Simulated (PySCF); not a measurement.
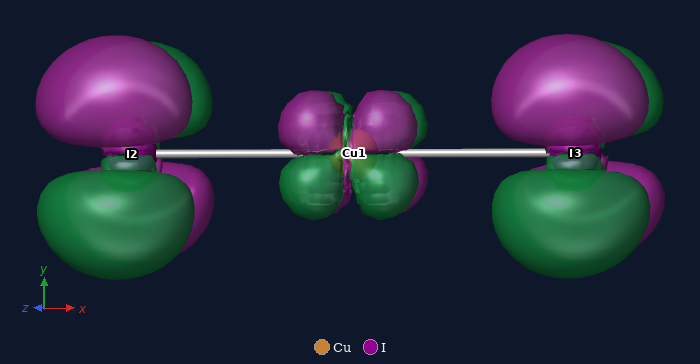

Figure. CuI$_{2}$, doublet. Change of the electron density in a uniform field of 0.26 V/Å, surfaces at ±0.02 e/Å³ (green: gain, purple: loss).

Computed with PySCF, BP86/def2-TZVP, geometry: GFN2-xTB. Core potentials replace the inner electrons of I; spin–orbit coupling isn't included. This is a single-reference result, which may miss multireference character in this system. No frequency check shows the geometry to be a minimum. A basis without diffuse functions makes polarisabilities too small. The stability of the open-shell solution wasn't checked. GFN2-xTB bond lengths at metals and heavier atoms can be off by up to 0.1 Å and shapes distorted, which carries into these values. GFN2-xTB doesn't know the spin state, so this open-shell geometry is rough.

The field was applied in both directions; the picture shows the one opposite to the script's first.

Along which Cartesian direction does the field point?

Answer. Along +y: electrons gather on the −y side, against the field.

What dipole is induced, and what polarisability does it imply?

Answer. The induced dipole is 0.78 D (along the field); α along this axis, from the fields in both directions, is 61 bohr³ (9.1 Å³).

The PySCF run took 5.8 min on 1 thread of AMD EPYC 7B13 (Zen 3), on a shared host, peak memory 0.6 GiB.
